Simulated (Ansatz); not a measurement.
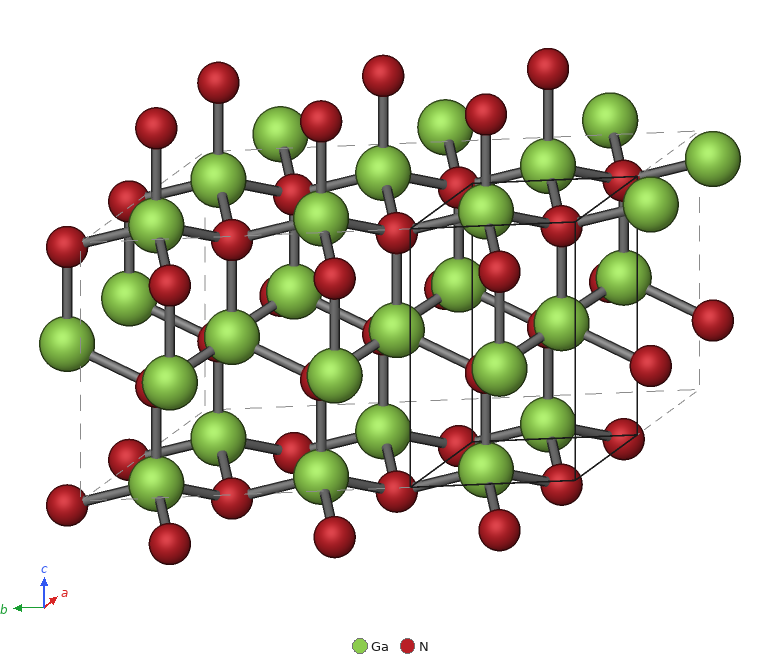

GaN (space group P6_3mc, No. 186). Coordinates: a calculation's input that goes back to an entry of the Crystallography Open Database (an earlier step may have relaxed or displaced it).

Bonds are taken as Ga–N below 2.2 Å. Atoms with one bond or none are removed and atoms with two bonds are replaced by edges, until no such atom is left.

What kind of net remains, and which atoms are its nodes?

Answer. A uninodal 4-connected, three-periodic net: Ga and N are 4-connected nodes.

Does the net have a name?

Answer. It is the lon net, known from lonsdaleite, wurtzite and tridymite.

Is the net interpenetrated?

Answer. It is a single net, without interpenetration.

Give the point symbol of each node (shortest cycle at each angle).

Answer. Ga and N: 6^6.

The simplified net, drawn on the atoms' positions. Nodes are coloured by element. Short stubs are edges that leave the cut-out.

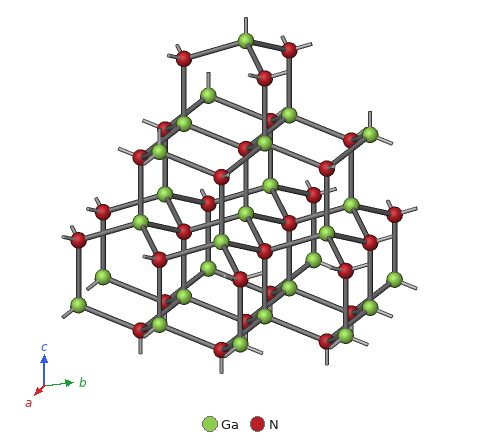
